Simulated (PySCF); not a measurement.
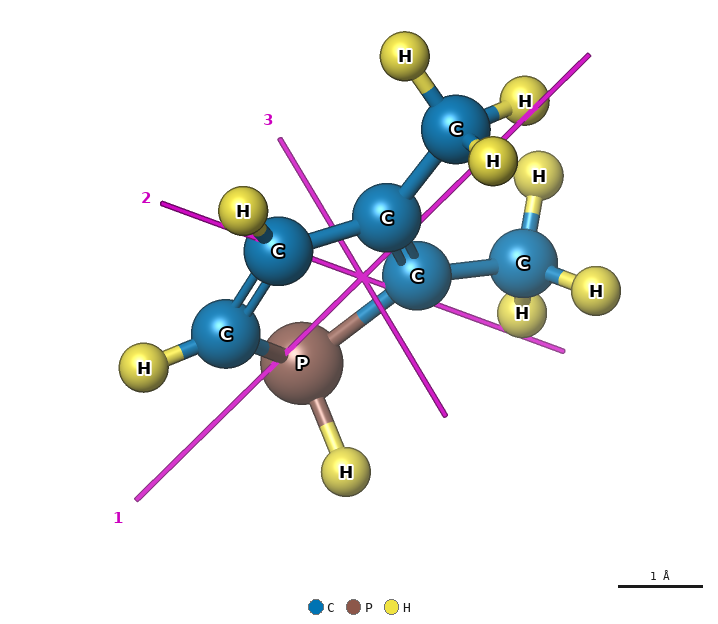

The three principal axes of inertia are drawn and numbered. Atoms fade into the background with distance from the viewer. The computed structure is the end point of a PBE0-D3(BJ)/def2-SVP optimisation. No frequency run is at hand to confirm it as a minimum. Masses are those of the most abundant isotopes; constants are for the rigid equilibrium geometry.

**Which line is the a axis (least moment of inertia), which b and which c?**

a is line 1, b is line 2, c is line 3; the moments are 164, 224, 378 u Å².

**Classify the rotor and give the rotational constants (cm⁻¹).**

An asymmetric top (C1): A = 0.103, B = 0.0752, C = 0.0446 cm⁻¹. Ray's parameter κ is 0.05, midway between the limits.
